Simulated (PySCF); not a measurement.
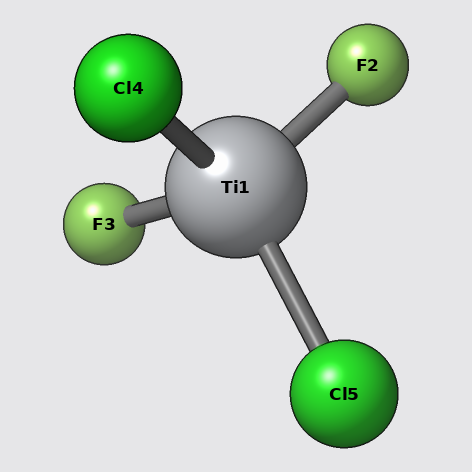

Charge 0, singlet. The geometry was computed by an optimisation with PBE0-D3(BJ)/def2-SVP. No frequency run is at hand to confirm it as a minimum. Electric field gradients from the ground-state density, PBE0/pcSseg-1 (pcSseg-2 on Ti) (PySCF 2.14.0), non-relativistic apart from any core potentials.

Give the largest field-gradient component, the quadrupole coupling constant and the asymmetry for 35Cl at Cl4 (Q = −81.7 mb).

```tsv
atom	V_zz (a.u.)	e²qQ/h (MHz)	η
Cl4	0.794	−15.25	0.19
```
